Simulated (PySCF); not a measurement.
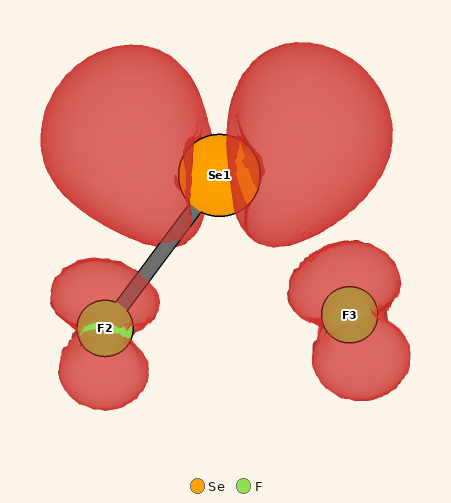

Figure. FSe···F (charge −1, doublet). Isosurface of the spin density (α minus β) at +0.02 e/Å³ (red), seen at a tilt.

Geometry: BP86-D3(BJ)/ma-def2-SVP.

All numbers below come from DFT single point, gas phase, functional BP86 in PySCF 2.14.0, density-fitted response routines.

```xyz
3

Se   -0.0385    0.5824    0.8181
F     1.2808   -0.0917   -0.4498
F    -1.2176   -0.4950   -0.3928
```

> Describe the spin distribution.

The unpaired spin (1 electron) lies mostly on Se1 (about 0.8), F3 (about 0.1) and F2 (about 0.1), in electrons by Hirshfeld's partition.
